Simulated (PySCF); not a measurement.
System: C₇H₅FO (SMILES O=C[C+]1[CH]C=CC=C1F) (charge +1, doublet).

```yaml
atoms:
  - { symbol: O, position_ang: [3.1255, -0.5505, -0.5371] }
  - { symbol: C, position_ang: [2.3077, 0.2707, -0.3122] }
  - { symbol: C, position_ang: [0.8501, 0.0760, -0.1378] }
  - { symbol: C, position_ang: [0.2692, -1.1610, -0.4042] }
  - { symbol: C, position_ang: [-1.0933, -1.3247, -0.1688] }
  - { symbol: C, position_ang: [-1.8728, -0.2588, 0.2639] }
  - { symbol: C, position_ang: [-1.3142, 0.9779, 0.5216] }
  - { symbol: C, position_ang: [0.0499, 1.1474, 0.2963] }
  - { symbol: F, position_ang: [0.6001, 2.3344, 0.4682] }
  - { symbol: H, position_ang: [2.5637, 1.3566, -0.2240] }
  - { symbol: H, position_ang: [0.8762, -1.9933, -0.7286] }
  - { symbol: H, position_ang: [-1.5215, -2.3119, -0.2836] }
  - { symbol: H, position_ang: [-2.9405, -0.3925, 0.3881] }
  - { symbol: H, position_ang: [-1.9009, 1.8291, 0.8360] }
```

Geometry: GFN2-xTB.

The calculation used UKS B3LYP, pcH-1 on C F H O, non-relativistic, mean-field spin-orbit, GIAO (PySCF 2.14.0, density-fitted response routines).

**Predict the electron density, electron localisation function and spin density between the atoms.**

C–O (1.18 Å): the density is about 3.5 e/Å³ at the midpoint; the ELF peaks at about 0.85 between the atoms; a multiple bond.
C–F (1.32 Å): the density is about 2.4 e/Å³ at the midpoint; the ELF peaks at about 0.85 between the atoms: a shared but strongly polarised pair.
C–C (1.38 Å): ρ is about 2.1 e/Å³ halfway; the ELF peaks at about 0.95 between the atoms; a covalent bond.
C–H (1.08 Å): the density is about 2.1 e/Å³ at the midpoint; the ELF climbs to about 1 towards the hydrogen, as it does in any bond to H; an ordinary covalent bond to hydrogen.
The unpaired spin (1 electron) lies mostly on O1 (about 0.3), C5 (about 0.2), C8 (about 0.1) and C3 (about 0.1), in electrons by Hirshfeld's partition.

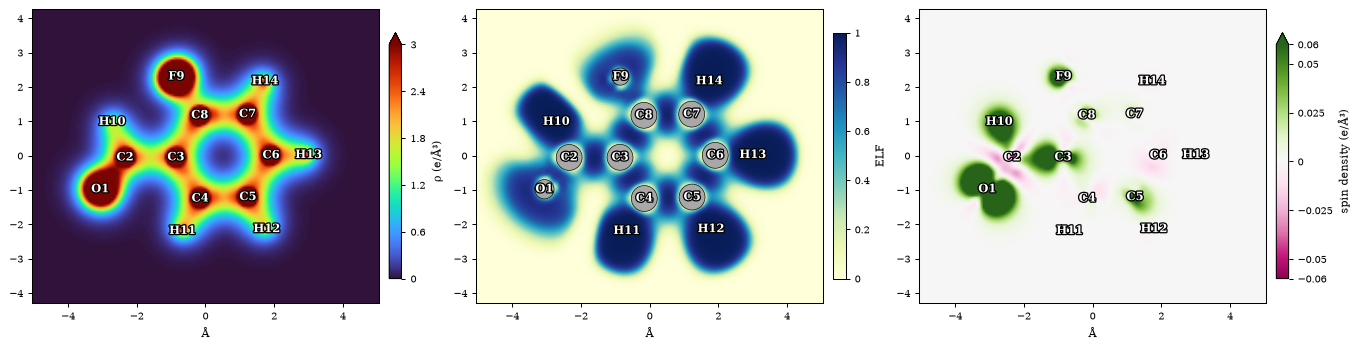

Computed electron density, electron localisation function and spin density on the plane of atoms C4, C3 and C8, in this order. Grey discs cover the atomic cores in the ELF map. 
